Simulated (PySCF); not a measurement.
**What a change does: excited-state calculation on C6H10Si**

System: C6H10Si, SMILES CC#C[SiH]1CCC1.
Method of the first run: TDDFT WP04/ANO-RCC-VDZP, vertical, gas phase, core orbitals frozen in the response (PySCF 2.14.0).

The geometry comes from this level: GFN2-xTB. Text and figures count atoms from 1; the logs count them from 0 in places.

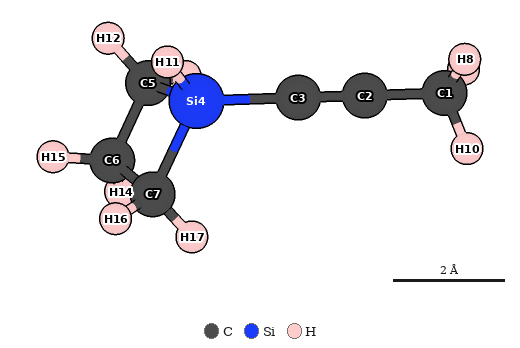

Fig. 1: The structure as given in the input (ball-and-stick view, seen at a tilt; atoms are numbered from 1 in the order of the input). Bond lengths as drawn: C–C 1.21 to 1.54 Å, C–H 1.09 Å, C–Si 1.84 to 1.91 Å and H–Si 1.47 Å.

## The input, the first run
```
{"job": {"kind": "uv", "xc": "WP04", "basis": "ANO-RCC-VDZP", "nstates": 12, "ntriplets": 2, "tda": false}, "charge": 0, "multiplicity": 1}
C     -3.815573    -0.137502    -0.052450
C     -2.416457     0.186037     0.108581
C     -1.249817     0.457249     0.244729
Si     0.536732     0.857668     0.448257
C      1.655295    -0.550198     1.106401
C      2.509727    -0.513053    -0.177634
C      1.670295     0.451954    -1.040088
H     -4.432409     0.646114     0.387130
H     -4.037608    -1.082623     0.442718
H     -4.058148    -0.226280    -1.111206
H      0.697577     2.177957     1.067954
H      2.225041    -0.360265     2.013463
H      1.149284    -1.504602     1.237695
H      2.638359    -1.493674    -0.635731
H      3.500064    -0.104183     0.020801
H      2.249647     1.266091    -1.469779
H      1.170992    -0.058661    -1.861240
```

The first line tells a small driver script what to run in PySCF; the rest is the geometry in Å.

Command:
```bash
OMP_NUM_THREADS=1 python <driver script> task.json out
```

Hardware: 1 CPU thread, shared host.

## Output (the first run)
```
coarse grid: 14344 points
cycle   1  E = -533.1635928984  dE =  6.370e-01  |g| = 8.098e-01  |ddm| = 5.763e+00
cycle   2  E = -533.0238895881  dE =  1.397e-01  |g| = 1.058e+00  |ddm| = 2.003e+00
cycle   3  E = -533.3371716900  dE = -3.133e-01  |g| = 1.756e-01  |ddm| = 1.366e+00
cycle   4  E = -533.3434452615  dE = -6.274e-03  |g| = 9.790e-02  |ddm| = 2.389e-01
cycle   5  E = -533.3456130510  dE = -2.168e-03  |g| = 3.789e-02  |ddm| = 1.156e-01
cycle   6  E = -533.3459861444  dE = -3.731e-04  |g| = 5.096e-03  |ddm| = 4.081e-02
cycle   7  E = -533.3459940114  dE = -7.867e-06  |g| = 1.360e-03  |ddm| = 7.396e-03
final grid: 132896 points
cycle   8  E = -533.3447954165  dE = -6.158e-05  |g| = 7.622e-03  |ddm| = 5.465e-02
cycle   9  E = -533.3447825178  dE =  1.290e-05  |g| = 1.034e-02  |ddm| = 1.655e-02
cycle  10  E = -533.3448100681  dE = -2.755e-05  |g| = 2.431e-03  |ddm| = 1.110e-02
cycle  11  E = -533.3448115350  dE = -1.467e-06  |g| = 7.016e-04  |ddm| = 2.782e-03
cycle  12  E = -533.3448116519  dE = -1.169e-07  |g| = 1.978e-04  |ddm| = 8.105e-04
cycle  13  E = -533.3448116630  dE = -1.114e-08  |g| = 3.527e-05  |ddm| = 2.347e-04
cycle  14  E = -533.3448116634  dE = -3.603e-10  |g| = 9.742e-06  |ddm| = 4.613e-05
converged SCF energy = -533.3448116634

Static polarisability (au): isotropic 84.842, principal 66.223 68.176 120.127

Singlet excitations
state   eV       nm        f      main configurations
  1   5.7339    216.2   0.00035   H-1->L 0.97
  2   5.9071    209.9   0.03825   H->L 0.64, H-1->L+1 0.32
  3   6.1174    202.7   0.00111   H->L+1 0.94
  4   6.8338    181.4   0.19260   H-2->L 0.66, H->L 0.17, H-1->L+1 0.12
  5   6.8366    181.4   0.00525   H-3->L 0.95
  6   7.0996    174.6   0.01108   H->L+2 0.93
  7   7.1681    173.0   0.01425   H-1->L+2 0.91
  8   7.1849    172.6   0.01644   H-2->L+1 0.82
  9   7.2851    170.2   0.16689   H-3->L+1 0.42, H-1->L+1 0.27
 10   7.3984    167.6   0.01357   H->L+3 0.90
 11   7.5342    164.6   0.01441   H-1->L+3 0.85, H-3->L+1 0.09
 12   7.6593    161.9   0.00346   H->L+4 0.92

Triplet excitations (Tamm-Dancoff, eV): 4.7990 5.2313
```

For the second run the input was changed thus:
```diff
-"xc": "WP04"
-"basis": "ANO-RCC-VDZP"
-"nstates": 12
-"ntriplets": 2
+"xc": "PBE"
+"basis": "MINI"
+"nstates": 1
+"ntriplets": 0
+"scf": {"aux": "def2-qzvpp-jkfit"}
```

Predict how the results change.

The total energies belong to different models, so their difference says nothing on which is more stable or more accurate. The HOMO goes from −8.27 to −8.35 eV. The LUMO goes from −1.79 to −2.31 eV. The dipole moment goes from 1.23 to 0.71 D. The lowest excitation goes from 5.73 to 6.17 eV. The functional changes from WP04 to PBE. The SCF takes 10 iterations against 14. The basis functions go from 152 to 49.

## Output (the second run)
```
final grid: 132896 points
cycle   1  E = -520.0461252156  dE =  6.483e-01  |g| = 3.957e-01  |ddm| = 6.312e+00
cycle   2  E = -519.9286691521  dE =  1.175e-01  |g| = 7.155e-01  |ddm| = 1.988e+00
cycle   3  E = -520.0871529390  dE = -1.585e-01  |g| = 2.433e-01  |ddm| = 1.311e+00
cycle   4  E = -520.1055091940  dE = -1.836e-02  |g| = 4.049e-02  |ddm| = 3.524e-01
cycle   5  E = -520.1061081010  dE = -5.989e-04  |g| = 5.758e-03  |ddm| = 9.042e-02
cycle   6  E = -520.1061202145  dE = -1.211e-05  |g| = 1.739e-03  |ddm| = 1.480e-02
cycle   7  E = -520.1061213855  dE = -1.171e-06  |g| = 3.413e-04  |ddm| = 3.867e-03
cycle   8  E = -520.1061214284  dE = -4.290e-08  |g| = 6.170e-05  |ddm| = 7.911e-04
cycle   9  E = -520.1061214301  dE = -1.728e-09  |g| = 9.592e-06  |ddm| = 1.645e-04
cycle  10  E = -520.1061214302  dE = -3.024e-11  |g| = 3.220e-06  |ddm| = 2.412e-05
converged SCF energy = -520.1061214302

Static polarisability (au): isotropic 62.671, principal 43.724 48.397 95.893

Singlet excitations
state   eV       nm        f      main configurations
  1   6.1661    201.1   0.00162   H-1->L 0.97
```

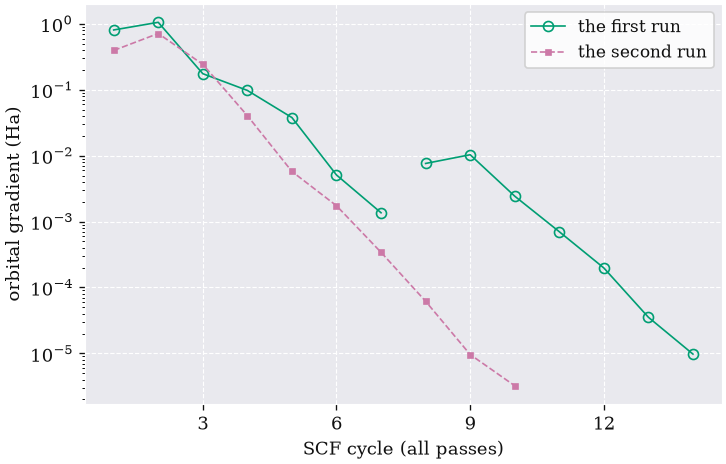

Fig. 2: Convergence of the two runs: orbital gradient against the SCF cycle. A break in a curve parts two SCF passes (coarse and final grid). The first run takes 14 cycles in all, and the second run takes 10.

## The two runs side by side

| quantity | the first run | the second run |
| --- | --- | --- |
| outcome | converged | converged |
| total energy (hartree) | −533.344812 | −520.106121 |
| HOMO (eV) | −8.27 | −8.35 |
| LUMO (eV) | −1.79 | −2.31 |
| dipole moment (D) | 1.23 | 0.71 |
| lowest excitation (eV) | 5.73 | 6.17 |
| SCF iterations | 14 | 10 |
| strongest computed line (eV) | 6.83 | – |
| basis functions | 152 | 49 |
| wall time (shared host) | 27 s | 5.3 s |
